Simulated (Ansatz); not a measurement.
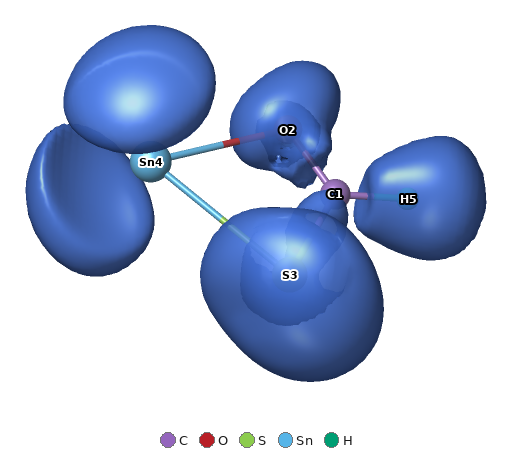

Figure 1: CHOSSn (SMILES C1=[S]=[Sn][O]1) (doublet). Isosurface of the ELF at 0.75 (blue), seen at a tilt. Only the valence region is drawn (cores and ρ < 0.01 e/Å³ removed).

Geometry: B3LYP-D3(BJ)/def2-SVP; core potentials replace the inner electrons of Sn.

The calculation used isolated molecule in a Gaussian basis; Kohn-Sham density functional theory, functional PBE0 (Ansatz 0.2.0).

```xyz
5

C    -0.9137   -0.0216   -0.1839
O    -0.1686    0.9575    0.0814
S    -0.2700   -1.4958   -0.7545
Sn    1.8770    0.0752   -0.4208
H    -2.0058    0.0838   -0.0419
```

**What do the ELF domains correspond to?**

At this value the surface marks out one region around a hydrogen nucleus, one region on O in which the atom's valence shell and bonds are merged, one region on S in which the atom's valence shell and bonds are merged and two lobes on Sn, pointing away from the bonds (non-bonding electrons). Profiles from the grid: C–O (1.26 Å): the ELF peaks at about 0.85 between the atoms, as expected for a polar covalent bond. C–S (1.71 Å): the ELF peaks at about 0.90 between the atoms, as expected for a covalent bond.
